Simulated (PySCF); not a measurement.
# C2H8GeSi (SMILES C=C[SiH2][GeH3]): levels of theory compared

Aim: a comparison of 4 runs (HF/3-21G, HF/def2-SVP, B3LYP/6-31G*) of C2H8GeSi. The job is set up through a Python script.

Program for the calculation: PySCF 2.14.0.

## 1. The structure to begin with

C2H8GeSi: 12 atoms, total charge 0, spin state singlet. As SMILES, `C=C[SiH2][GeH3]`. The coordinates come from a PBE0-D4/def2-TZVP relaxation. This is one conformer, not always the lowest.

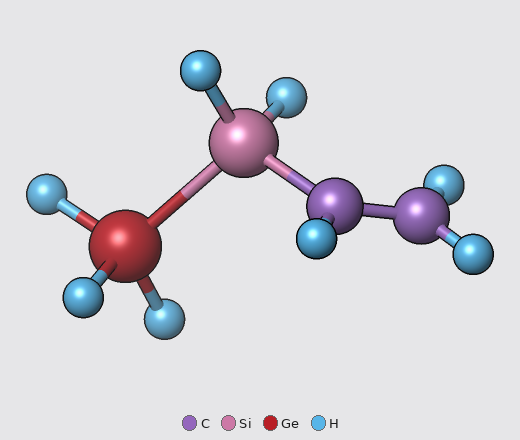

The structure, seen from a chosen angle (carbon purple, silicon pink, germanium red, hydrogen blue).

## 2. Energy and forces at HF/3-21G (run 1)

The input, calc.py:

```python
# C=C[SiH2][GeH3]
from pyscf import gto, scf

mol = gto.Mole()
mol.atom = '''
C     -1.987300     1.172600     0.557300
C     -0.749100     0.806000     0.877500
Si    -0.019600    -0.841600     0.415700
Ge     1.769300    -0.561700    -1.132400
H     -2.386900     2.148300     0.819400
H     -2.658300     0.509600     0.018200
H     -0.125000     1.516900     1.417400
H     -1.083500    -1.684600    -0.195400
H      0.513600    -1.535900     1.621000
H      2.851100     0.363900    -0.546400
H      2.430900    -1.909000    -1.472500
H      1.262700     0.070300    -2.440700
'''
mol.basis = '3-21g'
mol.max_memory = 1860
mol.verbose = 4
mol.spin = 0
mol.build()

calc0 = scf.RHF(mol)
calc0.conv_tol = 1e-10
calc0.kernel()
if not calc0.converged:
    calc0 = calc0.newton().run(calc0.mo_coeff, calc0.mo_occ)

e_final = calc0.e_tot
print('Final energy', e_final)
grad = calc0.nuc_grad_method().kernel()
dip = calc0.dip_moment()
pop, q = calc0.mulliken_pop()
```

Command:

```bash
OMP_NUM_THREADS=1 python calc.py
```

The log of the run:

```text
PySCF version 2.14.0

[... 66 lines left out ...]
converged SCF energy = -2432.64269601532
Final energy -2432.642696015322
[... 11 lines left out ...]
Dipole moment(X, Y, Z, Debye): -0.60645,  0.62273,  0.19285
[... 82 lines left out ...]
charge of   11H =     -0.16179
```

It took 11 s on 1 thread of AMD EPYC (Zen 3), shared host; peak memory 0.14 GiB.

## 3. Energy and forces at HF/def2-SVP (run 2)

The input, calc.py:

```python
import pyscf.grad
from pyscf import gto

system = gto.M(
    atom='''
C     -3.755453     2.215893     1.053144
C     -1.415594     1.523119     1.658235
Si    -0.037039    -1.590394     0.785559
Ge     3.343492    -1.061459    -2.139926
H     -4.510587     4.059699     1.548442
H     -5.023459     0.963004     0.034393
H     -0.236216     2.866526     2.678498
H     -2.047518    -3.183433    -0.369252
H      0.970563    -2.902430     3.063246
H      5.387798     0.687671    -1.032546
H      4.593735    -3.607487    -2.782622
H      2.386157     0.132848    -4.612255
''',
    basis='def2-svp',
    unit='bohr',
    verbose=3,
    charge=0,
    max_memory=1860,
)

mf = system.RHF()
mf.conv_tol = 1e-10
mf.kernel()
if not mf.converged:
    mf = mf.newton().run(mf.mo_coeff, mf.mo_occ)

etot = mf.e_tot
print('E = %.10f Eh' % etot)
grad = mf.Gradients().kernel()
mf.analyze()
```

Command:

```bash
OMP_NUM_THREADS=1 python calc.py
```

The log of the run:

```text
converged SCF energy = -2444.25339524406
[... 27 lines left out ...]
MO #18  energy= -1.62306306505694  occ= 2
[... 19 lines left out ...]
MO #38  energy= 0.192573519454467  occ= 0
[... 19 lines left out ...]
MO #58  energy= 0.673431198096097  occ= 0
[... 19 lines left out ...]
MO #78  energy= 1.22471188577334   occ= 0
[... 19 lines left out ...]
MO #98  energy= 2.17958170508024   occ= 0
[... 19 lines left out ...]
MO #118 energy= 3.56545560705418   occ= 0
[... 13 lines left out ...]
Dipole moment(X, Y, Z, Debye): -0.76372,  0.59899,  0.30508
```

Run time: 44 s. Hardware: 1 thread of AMD EPYC (Zen 3), shared host; peak memory 0.3 GiB.

Run 3 isn't shown in full; the table further down has it.

## 4. Energy and gradient at B3LYP/6-31G(d) (Cartesian functions) (run 4)

The input, job.py:

```python
# C=C[SiH2][GeH3]
import pyscf.grad
from pyscf import gto, dft

mol = gto.M(
    atom='''
C       -1.987300       1.172600       0.557300
C       -0.749100       0.806000       0.877500
Si      -0.019600      -0.841600       0.415700
Ge       1.769300      -0.561700      -1.132400
H       -2.386900       2.148300       0.819400
H       -2.658300       0.509600       0.018200
H       -0.125000       1.516900       1.417400
H       -1.083500      -1.684600      -0.195400
H        0.513600      -1.535900       1.621000
H        2.851100       0.363900      -0.546400
H        2.430900      -1.909000      -1.472500
H        1.262700       0.070300      -2.440700
''',
    basis='6-31g*',
    verbose=4,
    cart=True,
    charge=0,
    spin=0,
    max_memory=1860,
)

ks = dft.RKS(mol)
ks.xc = 'b3lyp'
ks.grids.level = 5
ks.conv_tol = 1e-10
ks.kernel()
if not ks.converged:
    ks = ks.newton().run(ks.mo_coeff, ks.mo_occ)

e_final = ks.e_tot
print(f'total energy: {e_final:.8f} hartree')
grad = ks.Gradients().kernel()
dip = ks.dip_moment()
pop, q = ks.mulliken_pop()
```

Command:

```bash
OMP_NUM_THREADS=1 python job.py
```

The log of the run:

```text
PySCF version 2.14.0

[... 81 lines left out ...]
converged SCF energy = -2447.25897919028
total energy: -2447.25897919 hartree
[... 12 lines left out ...]
Dipole moment(X, Y, Z, Debye): -0.67086,  0.59719,  0.34863
[... 113 lines left out ...]
charge of   11H =      0.03360
```

Run time: 1.8 min. Hardware: 1 thread of AMD EPYC (Zen 3), shared host; peak memory 0.99 GiB.

## 5. Overview of the runs

```
run                               level  integration grid  Cartesian functions   energy (Eh)  dipole moment (D)  HOMO energy (eV)  LUMO energy (eV)  wall time
  1                            HF/3-21G                 –                   no  -2432.642696               0.89             -9.78              3.57       11 s
  2                         HF/def2-SVP                 –                   no  -2444.253395               1.02             -9.94              3.27       44 s
  3  B3LYP/6-31G* (spherical functions)                 5                   no  -2447.250585               0.95             -7.17             -0.39    1.8 min
  4  B3LYP/6-31G* (Cartesian functions)                 5                  yes  -2447.258979               0.96             -7.17             -0.41    1.8 min
```

## 6. What came out

| quantity | value |
| --- | --- |
| run 4: total energy | -2447.25898 Eh |
| run 4: dipole moment | 0.96 D |
| run 4: HOMO energy | -7.17 eV |
| run 4: LUMO energy | -0.41 eV |
| run 4: HOMO–LUMO gap | 6.76 eV |
| run 4: largest force on an atom | 0.406 eV/Å |

**Reading.** The dipole moment (its size) runs from 0.89 D (HF/3-21G) to 1.02 D (HF/def2-SVP). The HOMO–LUMO gap runs from 6.76 eV (B3LYP/6-31G*) to 13.35 eV (HF/3-21G). The two ends differ in method and basis. All runs together took 4.5 min, the longest 1.8 min.
